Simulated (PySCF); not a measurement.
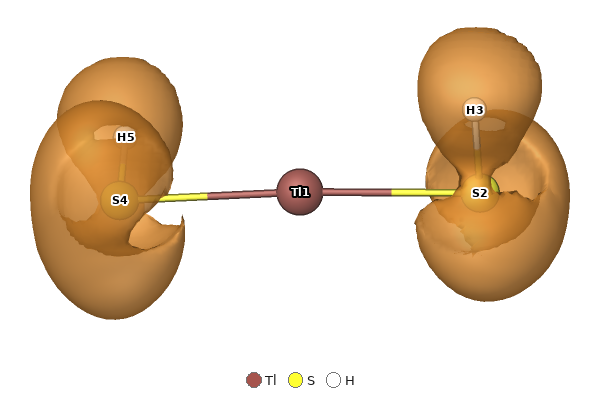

*H$_{2}$S$_{2}$Tl (charge +1). Isosurface of the ELF at 0.8 (orange), seen at a tilt. Only the valence region is drawn (cores and ρ < 0.01 e/Å³ removed).*

Core potentials replace the inner electrons of Tl.

Level of theory: RKS PBE, Tl def2-SVP with ECP60, S def2-SVP, H def2-SVP; non-relativistic Hamiltonian with scalar-relativistic core potentials where named; density fitting (PySCF).

The calculation's input:

```
mol = gto.M(atom='''
Tl    -0.24463     0.00000    -0.00000
S     -0.30787     0.07752     2.41333
H      0.67170     1.03667     2.44640
S     -0.30787    -0.07752    -2.41333
H      0.67170    -1.03667    -2.44640''',
    basis={'Tl': 'def2-SVP', 'S': 'def2-SVP', 'H': 'def2-SVP'},
    ecp={'Tl': 'def2-SVP'},
    charge=1, spin=0)
mf = dft.RKS(mol, xc='PBE')
mf.grids.atom_grid = (75, 302)  # f atoms: at least (60, 302), unpruned
mf = mf.density_fit()  # Tl def2-universal-JKFIT, S def2-universal-JKFIT, H def2-universal-JKFIT
mf.conv_tol = 1e-09; mf.max_cycle = 55
mf.kernel(dm0)
```

Command:

```sh
OMP_NUM_THREADS=2 python run.py
```

### What do the ELF domains correspond to?

At this value the surface marks out two joined regions spread over several atoms (H, S), in which their bonds and any lone pairs are merged.

Values along the shortest contacts:
Tl–S (2.42 Å): the ELF peaks at about 0.75 in the valence shell of S, 0.9 Å from its nucleus, and drops to about 0.25 between the two atoms. S–H (1.37 Å): the ELF climbs to about 1 towards the hydrogen, as it does in any bond to H.
